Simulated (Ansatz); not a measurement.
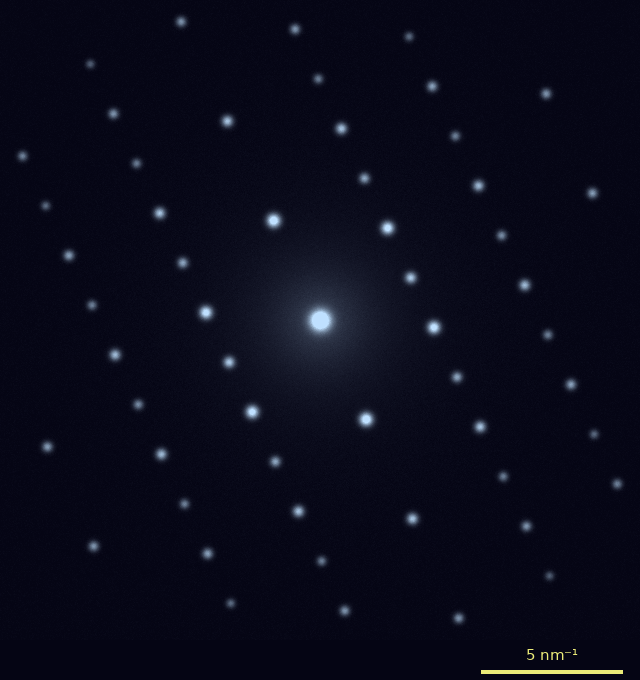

The pattern is a kinematic simulation for 200 kV electrons (no multiple scattering; isotropic B = 0.3 Å²).

Candidate phases (model or computed cells):
A. Zn, space group P6_3/mmc (No. 194), a = 2.69 Å, c = 10.06 Å (hexagonal axes)
B. Hf, space group P6_3/mmc (No. 194), a = 3.228 Å, c = 10.330 Å (hexagonal axes)
C. Hf, space group P6_3/mmc (No. 194), a = 3.23 Å, c = 5.12 Å (hexagonal axes)
D. C, space group P6_3/mmc (No. 194), a = 2.445 Å, c = 6.610 Å (hexagonal axes)

Identify the phase and the zone axis.

Answer. Candidate C (Hf), along [100] or an equivalent direction. The spots form a rectangular net whose two shortest vectors correspond to d = 5.12 Å and 2.80 Å, 90.0° apart. They index as 0 0 1 (itself extinct) and 0 1 0; no zone of the other candidates with indices up to 3 has this net. Some points of the net are extinct or too weak to see.
